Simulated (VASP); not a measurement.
Band structure of Sn (beta). Level of theory: LDA (Ceperley-Alder, Perdew-Zunger), VASP's LDA PAW potentials (set 64) (plane waves; VASP).

Unless said otherwise, spin-orbit coupling is left out, though it shifts the bands of the heavy elements here.

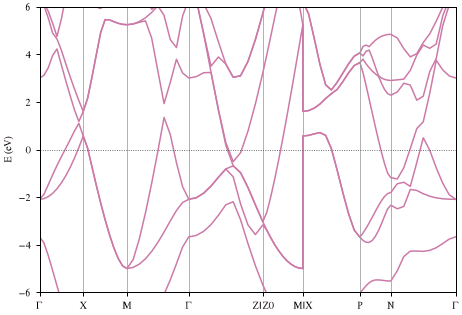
Bands along high-symmetry lines, zero at the valence-band maximum or, without a gap, the Fermi level

Task: Read the plot: is there a gap, and where are the band edges?

Result: It has no gap at this level: it comes out as a metal or semimetal. (Edges off the drawn lines would not show.)

The compound is Sn in the beta structure. It was relaxed first.
